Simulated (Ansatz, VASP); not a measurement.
# GaN in two plane-wave programs, part 2 of 2

Aim: how closely do two programs agree when they are given the same cell, functional and k mesh? The cell is taken from a series of VASP runs on this material, whose earlier steps may have relaxed, scaled or displaced it; both programs get it as it stands. Valence electrons are named where the data sets of a main pair hold unlike numbers.

VASP 6.6.1 and Ansatz 0.2.0.

So far: Starting point; Ansatz: band structure, r2SCAN-EpsX with an exact-exchange share of 0.173.

### 3. VASP: band structure, r2SCAN-EpsX with an exact-exchange share of 0.173

Level of this step: r2SCAN-EpsX, exact-exchange share 1/5.781; plane waves and PAW (Ga_d, N) (VASP).

The same cell, functional, mesh and smearing now go to VASP, with its own data sets.

Lines of VASP's logs that name or quote its potential files are left out, and so is its time.

The run reads the wave functions of an earlier VASP run, which isn't shown here.

INCAR

```
SYSTEM = GaN
PREC = Accurate
ENCUT = 460
EDIFF = 1E-06
NELM = 100
ISMEAR = 0
SIGMA = 0.03
LREAL = .FALSE.
ALGO = Normal
LHFCALC = .TRUE.
AEXX = 0.173
METAGGA = R2SCAN
LASPH = .TRUE.
NBANDS = 24
PRECFOCK = Fast
HFRCUT = -1
LORBIT = 11
LWAVE = .FALSE.
LCHARG = .FALSE.
KPAR = 8
```

POSCAR

```
GaN
1.0
    3.1900000000      0.0000000000      0.0000000000
   -1.5950000000      2.7626210381      0.0000000000
    0.0000000000      0.0000000000      5.1890000000
Ga N
2 2
Direct
    0.3333333333      0.6666666667      0.5000000000
    0.6666666667      0.3333333333      0.0000000000
    0.3333333333      0.6666666667      0.8750000000
    0.6666666667      0.3333333333      0.3750000000
```

KPOINTS

```
Automatic mesh
0
Gamma
5 5 3
0 0 0
```

KPOINTS_OPT

```
Line mode
10
Line-mode
Reciprocal
  0.00000000   0.00000000   0.00000000 GAMMA
  0.50000000   0.00000000   0.00000000 M

  0.50000000   0.00000000   0.00000000 M
  0.33333333   0.33333333   0.00000000 K

  0.33333333   0.33333333   0.00000000 K
  0.00000000   0.00000000   0.00000000 GAMMA

  0.00000000   0.00000000   0.00000000 GAMMA
  0.00000000   0.00000000   0.50000000 A

  0.00000000   0.00000000   0.50000000 A
  0.50000000   0.00000000   0.50000000 L

  0.50000000   0.00000000   0.50000000 L
  0.33333333   0.33333333   0.50000000 H

  0.33333333   0.33333333   0.50000000 H
  0.00000000   0.00000000   0.50000000 A

  0.50000000   0.00000000   0.50000000 L
  0.50000000   0.00000000   0.00000000 M

  0.33333333   0.33333333   0.00000000 K
  0.33333333   0.33333333   0.50000000 H
```

PAW data sets: Ga_d and N (PBE family, release 64).

The run is started by

```sh
> mpirun -np 8 vasp_std
```

Numbers of over 12 decimals in the logs are rounded to 6 here.

The program printed:

```text
[banner, memory and clock lines left out]
running    8 mpi-ranks, on    1 nodes
 distrk:  each k-point on    1 cores,    8 groups
 distr:  one band on    1 cores,    1 groups

 POSCAR found type information on POSCAR GaN
 POSCAR found :  2 types and       4 ions
|                                                                             |
|           W    W    AA    RRRRR   N    N  II  N    N   GGGG   !!!           |
|           W    W   A  A   R    R  NN   N  II  NN   N  G    G  !!!           |
|           W    W  A    A  R    R  N N  N  II  N N  N  G       !!!           |
|           W WW W  AAAAAA  RRRRR   N  N N  II  N  N N  G  GGG   !            |
|           WW  WW  A    A  R   R   N   NN  II  N   NN  G    G                |
|           W    W  A    A  R    R  N    N  II  N    N   GGGG   !!!           |
|                                                                             |
|     For optimal performance we recommend to set                             |
|       NCORE = 2 up to number-of-cores-per-socket                            |
|     NCORE specifies how many cores store one orbital (NPAR=cpu/NCORE).      |
|     This setting can greatly improve the performance of VASP for DFT.       |
|     The default, NCORE=1 might be grossly inefficient on modern             |
|     multi-core architectures or massively parallel machines. Do your        |
|     Unfortunately you need to use the default for GW and RPA                |
|     calculations (for HF NCORE is supported but not extensively tested      |
|     yet).                                                                   |
|                                                                             |

|                                                                             |
|               ----> ADVICE to this user running VASP <----                  |
|                                                                             |
|     You enforced a specific xc type in the INCAR file but a different       |
|     [... a line on the potential file left out ...]
|     I HOPE YOU KNOW WHAT YOU ARE DOING!                                     |
|                                                                             |

 LDA part: xc-table for (None), standard interpolation
 found WAVECAR, reading the header
 POSCAR, INCAR and KPOINTS ok, starting setup
 FFT: planning ... GRIDC
 FFT: planning ... GRID_SOFT
 FFT: planning ... GRID
 HFRCUT set to (new)   9.355265
 reading WAVECAR
 the WAVECAR file was read successfully
 initial charge from wavefunction
 entering main loop
       N       E                     dE             d eps       ncg     rms          rms(c)
DAV:   1    -0.454904169324E+02   -0.45490E+02   -0.28397E+00   592   0.344E+01    0.145E+00
DAV:   2    -0.454531258430E+02    0.37291E-01   -0.31641E-01   656   0.983E+00    0.851E-01
DAV:   3    -0.454467672877E+02    0.63586E-02   -0.56027E-02   784   0.320E+00    0.549E-01
DAV:   4    -0.454478444020E+02   -0.10771E-02   -0.77161E-03   768   0.962E-01    0.329E-01
DAV:   5    -0.454480069343E+02   -0.16253E-03   -0.47949E-04   776   0.284E-01    0.187E-01
DAV:   6    -0.454480527535E+02   -0.45819E-04   -0.78575E-05   552   0.876E-02    0.107E-01
DAV:   7    -0.454480781591E+02   -0.25406E-04   -0.15161E-05   672   0.489E-02    0.618E-02
DAV:   8    -0.454480934818E+02   -0.15323E-04   -0.58794E-06   592   0.342E-02    0.368E-02
DAV:   9    -0.454481034189E+02   -0.99371E-05   -0.37122E-06   520   0.223E-02    0.216E-02
DAV:  10    -0.454481096024E+02   -0.61836E-05   -0.20134E-06   440   0.133E-02    0.130E-02
DAV:  11    -0.454481133063E+02   -0.37039E-05   -0.39107E-07   272   0.807E-03    0.796E-03
DAV:  12    -0.454481155727E+02   -0.22664E-05   -0.31098E-07   264   0.602E-03    0.478E-03
DAV:  13    -0.454481169505E+02   -0.13777E-05   -0.11561E-07   264   0.417E-03    0.291E-03
DAV:  14    -0.454481177741E+02   -0.82361E-06   -0.76140E-08   240   0.308E-03
   1 F= -.45448118E+02 E0= -.45448118E+02  d E =-.959377E-15
 Start KPOINTS_OPT (optional k-point list driver)
k-point batch [1-10\90]
       N       E                     dE             ncg
DAV:   1     0.800918077336E+03   -0.60944E+04      520
DAV:   2    -0.205807323942E+04   -0.28590E+04      488
DAV:   3    -0.242326739548E+04   -0.36519E+03      552
DAV:   4    -0.243908068918E+04   -0.15813E+02      648
DAV:   5    -0.243937030973E+04   -0.28962E+00      624
DAV:   6    -0.243938159428E+04   -0.11285E-01      776
DAV:   7    -0.243938180812E+04   -0.21385E-03      624
DAV:   8    -0.243938181265E+04   -0.45265E-05      568
DAV:   9    -0.243938181283E+04   -0.17748E-06      440
[...]
k-point batch [81-90\90]
       N       E                     dE             ncg
DAV:   1     0.595232101127E+03   -0.14089E+05      520
DAV:   2    -0.223156060034E+04   -0.28268E+04      512
DAV:   3    -0.255362264074E+04   -0.32206E+03      608
DAV:   4    -0.256524727805E+04   -0.11625E+02      560
DAV:   5    -0.256547112541E+04   -0.22385E+00      608
DAV:   6    -0.256547935481E+04   -0.82294E-02      720
DAV:   7    -0.256547944037E+04   -0.85558E-04      576
DAV:   8    -0.256547944121E+04   -0.84597E-06      376
```

OUTCAR, selected parts (step 3):

```text
ion  position               nearest neighbor table
   1  0.333  0.667  0.500-   3 1.95   4 1.95   4 1.95   4 1.95
   2  0.667  0.333  0.000-   4 1.95   3 1.95   3 1.95   3 1.95
   3  0.333  0.667  0.875-   1 1.95   2 1.95   2 1.95   2 1.95
   4  0.667  0.333  0.375-   2 1.95   1 1.95   1 1.95   1 1.95

  LATTYP: Found a hexagonal cell.
 ALAT       =     3.1900000000
 C/A-ratio  =     1.6266457680

 Subroutine GETGRP returns: Found 12 space group operations
 (whereof  6 operations were pure point group operations)

The static configuration has the point symmetry C_3v.
 The point group associated with its full space group is C_6v.

 Found     10 irreducible k-points:

   k-points           NKPTS =     10   k-points in BZ     NKDIM =     75   number of bands    NBANDS=     24

   dimension x,y,z NGX =    24 NGY =   24 NGZ =   36
   dimension x,y,z NGXF=    48 NGYF=   48 NGZF=   72

   ENCUT  =  460.0 eV  33.81 Ry    5.81 a.u.   5.58  5.58  9.07*2*pi/ulx,y,z

   NELECT =      36.0000    total number of electrons

 k-points in reciprocal lattice and weights: Automatic mesh
   0.00000000  0.00000000  0.00000000       0.013
   0.20000000  0.00000000  0.00000000       0.080
   0.40000000 -0.00000000  0.00000000       0.080
   0.20000000  0.20000000  0.00000000       0.080
   0.40000000  0.20000000  0.00000000       0.080
   0.00000000  0.00000000  0.33333333       0.027
   0.20000000  0.00000000  0.33333333       0.160
   0.40000000 -0.00000000  0.33333333       0.160
   0.20000000  0.20000000  0.33333333       0.160
   0.40000000  0.20000000  0.33333333       0.160

  exchange ACFDT corr.  =         0.00000000  see jH, gK, PRB 81, 115126

 average (electrostatic) potential at core
       1 -62.1937       2 -62.1937       3 -60.4885       4 -60.4885

 E-fermi :   4.4505

 k-point     1 :       0.0000    0.0000    0.0000
  band No.  band energies     occupation
    ...
     14       3.1646      2.00000
     15       3.1646      2.00000
     16       4.2412      2.00000
     17       4.2949      2.00000
     18       4.2949      2.00000
     19       7.8713      0.00000
     20      10.4562      0.00000
     21      15.7975      0.00000
     22      16.2949      0.00000
     23      16.2950      0.00000
    ...

 k-point     2 :       0.2000    0.0000    0.0000
  band No.  band energies     occupation
    ...
     14       0.8519      2.00000
     15       2.0172      2.00000
     16       2.4346      2.00000
     17       3.7892      2.00000
     18       3.9403      2.00000
     19       9.8541      0.00000
     20      12.0768      0.00000
     21      14.1310      0.00000
     22      15.1142      0.00000
     23      16.8042      0.00000
    ...

 k-point     3 :       0.4000   -0.0000    0.0000
  band No.  band energies     occupation
    ...
     14      -1.0432      2.00000
     15      -0.3906      2.00000
     16       1.4829      2.00000
     17       2.4057      2.00000
     18       3.3361      2.00000
     19      11.1503      0.00000
     20      11.8382      0.00000
     21      12.3923      0.00000
     22      15.0989      0.00000
     23      16.8265      0.00000
    ...

  energy-cutoff  :      460.00
  volume of cell :       45.73
      direct lattice vectors                 reciprocal lattice vectors
     3.190000000  0.000000000  0.000000000     0.313479624  0.180987545  0.000000000
    -1.595000000  2.762621038  0.000000000     0.000000000  0.361975090  0.000000000
     0.000000000  0.000000000  5.189000000     0.000000000  0.000000000  0.192715359

 POSITION                                       TOTAL-FORCE (eV/Angst)
 -----------------------------------------------------------------------------------
     -0.00000      1.84175      2.59450         0.000000     -0.000000     -0.143508
      1.59500      0.92087      0.00000        -0.000000      0.000000     -0.143508
     -0.00000      1.84175      4.54038        -0.000000      0.000000      0.143508
      1.59500      0.92087      1.94588         0.000000     -0.000000      0.143508
 -----------------------------------------------------------------------------------
    total drift:                                0.000001      0.000002     -0.039509

  FREE ENERGIE OF THE ION-ELECTRON SYSTEM (eV)
  ---------------------------------------------------
  free  energy   TOTEN  =       -45.4481177741 eV

  energy  without entropy=      -45.4481177741  energy(sigma->0) =      -45.44811777

 total charge
# of ion       s       p       d       tot
------------------------------------------
    1        0.736   0.875  10.203  11.814
    2        0.736   0.875  10.203  11.814
    3        1.231   2.537   0.000   3.768
    4        1.231   2.537   0.000   3.768
--------------------------------------------------
tot          3.936   6.823  20.406  31.164

[... 3 further parts left out ...]
```

### 4. Side by side

Known differences besides the potentials themselves: exact exchange at q = 0 is treated differently, which shows on coarse meshes; VASP keeps PBE cores, Ansatz makes them for the functional; the cutoff is 500 eV in Ansatz and 460 eV in VASP; VASP takes a coarser grid for exact exchange (PRECFOCK = Fast). Total energies have different zeros and are not compared.

Both answers:

```tsv
quantity	Ansatz	VASP	difference
gap over the path points (eV)	3.568	3.576	-0.008
```

Forces (eV/Å; atoms numbered as in POSCAR):

```tsv
atom	Ansatz x, y, z	VASP x, y, z
Ga1	0.000, 0.000, -0.137	0.000, 0.000, -0.144
Ga2	0.000, 0.000, -0.137	0.000, 0.000, -0.144
N3	0.000, 0.000, 0.136	0.000, 0.000, 0.144
N4	0.000, 0.000, 0.136	0.000, 0.000, 0.144
```

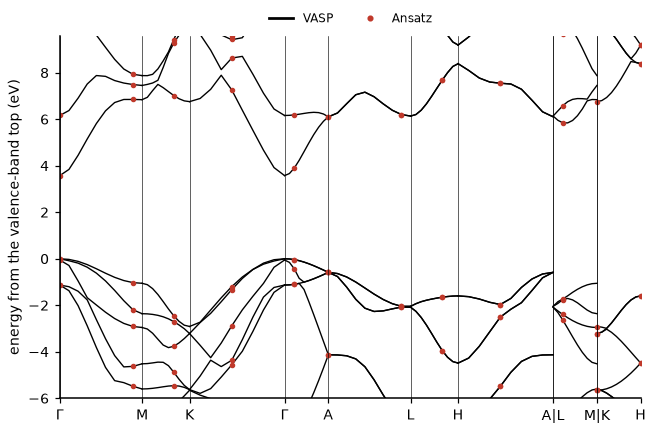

Bands from VASP (lines) and levels from Ansatz (dots). Dots without a line are higher empty bands that the VASP plot leaves out.

Levels at points of the path, from each program's valence-band top (eV; 4 filled, then empty):

```tsv
k (reciprocal lattice)	Ansatz	VASP
0.000 0.000 0.000	-1.13 -0.06 0.00 0.00 3.57 6.16 11.49	-1.13 -0.05 0.00 0.00 3.58 6.16 11.50
0.444 0.000 0.000	-4.63 -2.91 -2.20 -1.02 6.85 7.49 7.93	-4.63 -2.91 -2.19 -1.02 6.85 7.49 7.93
0.389 0.222 0.000	-4.88 -3.77 -2.71 -2.46 7.02 9.28 9.42	-4.88 -3.76 -2.70 -2.45 7.02 9.27 9.43
0.185 0.185 0.000	-4.37 -2.89 -1.33 -1.20 7.26 8.63 9.43	-4.36 -2.88 -1.32 -1.20 7.26 8.63 9.42
0.000 0.000 0.111	-1.10 -0.44 -0.04 -0.04 3.90 6.19 11.39	-1.10 -0.43 -0.04 -0.04 3.90 6.19 11.40
0.000 0.000 0.500	-0.58 -0.58 -0.58 -0.58 6.10 6.10 10.64	-0.58 -0.58 -0.58 -0.58 6.10 6.10 10.64
0.444 0.000 0.500	-2.08 -2.08 -2.04 -2.04 6.20 6.20 9.89	-2.08 -2.08 -2.05 -2.05 6.20 6.20 9.89
0.389 0.222 0.500	-3.95 -3.95 -1.66 -1.66 7.68 7.68 9.93	-3.95 -3.95 -1.65 -1.65 7.68 7.68 9.94
0.185 0.185 0.500	-2.52 -2.52 -1.97 -1.97 7.55 7.55 9.93	-2.51 -2.51 -1.97 -1.97 7.55 7.55 9.92
0.500 0.000 0.389	-2.65 -2.40 -1.75 -1.73 5.85 6.58 9.65	-2.64 -2.40 -1.75 -1.73 5.85 6.58 9.64
```

The forces differ by 4.0 meV/Å r.m.s., which is 4.9 % of the r.m.s. force of 0.083 eV/Å (both taken over all components). Among the levels compared at these points, filled levels agree within 9 meV and empty ones within 12 meV.

### 5. What came out

- largest difference of a filled level at the path points (band structure, r2SCAN-EpsX with an exact-exchange share of 0.173): 9.1 meV

The largest difference of a filled level at the path points is 9.1 meV (band structure, r2SCAN-EpsX with an exact-exchange share of 0.173), within the 80 meV picked in this series as the mark of a large difference. How closely two codes agree says nothing of how well the functional describes the real material.

[Lines on the potential files, build, host, timing and source positions are cut from VASP's logs without a mark.]

[Logs are printed without paths, hosts, clocks, repeated set-up lines and the standing remarks that a program may print on its own settings, such as how far it seeks lower states.]

[Hosts, paths, dates, database ids (printed as entryN), source tags and the programs' standing remarks are cut or masked in the printed files.]
